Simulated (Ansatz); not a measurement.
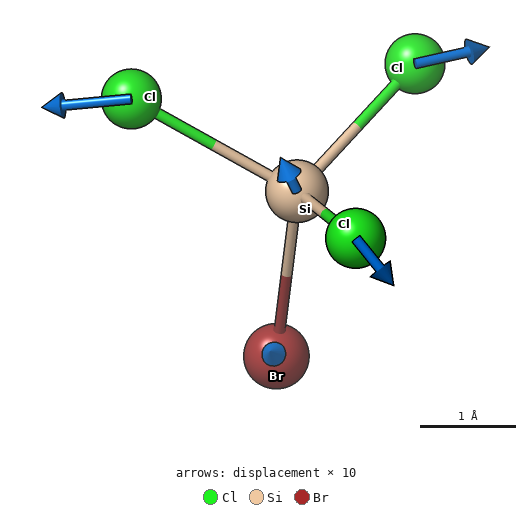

This is a relaxation of SiBrCl3 (coarse preliminary run). The starting structure is drawn; blue arrows show the displacements, 10 times their true length. The two geometries are superimposed by the best rigid fit.

The picture is a ball-and-stick view, seen from a free direction.

The start comes from a force field.

Level of theory: RKS PBE-D4/def2-SVP in Ansatz 0.2.0.

Input file:
```yaml
crystal:
  periodic: [false, false, false]
  atoms:
    - {symbol: Cl, position_ang: [-0.829200, -0.272400, 1.832300]}
    - {symbol: Si, position_ang: [-0.008200, 0.004300, -0.006900]}
    - {symbol: Cl, position_ang: [1.617100, -1.181200, -0.050400]}
    - {symbol: Cl, position_ang: [-1.228400, -0.724800, -1.394200]}
    - {symbol: Br, position_ang: [0.498500, 2.100400, -0.422300]}
basis:
  gaussian: {orbitals: def2-SVP}
hamiltonian: {xc: pbe, dispersion: d4}
relax: {f_tol: 0.03, max_steps: 200}
```

Which element moves most?

Chlorine: up to 0.099 Å, against 0.045 Å for silicon.

Describe the change and its energy.

Over 2 geometry steps the energy falls by 2.87 kcal/mol. The largest force component goes from 1.2 to 0.02 eV/Å. Cl3 moves most after the best rigid fit: 0.099 Å. By element the largest moves are Cl 0.099 Å, Si 0.045 Å, Br 0.036 Å. Near-neighbour distances that change, for instance: Si2–Cl4 1.986 → 2.054 Å, Si2–Cl3 2.012 → 2.054 Å, Cl1–Si2 2.033 → 2.054 Å, Si2–Br5 2.196 → 2.210 Å. Among the angles between lasting bonds that change: Cl1–Si2–Cl3 105.4° → 109.2°, Cl1–Si2–Br5 113.2° → 109.8°, Cl3–Si2–Br5 111.8° → 109.8°.
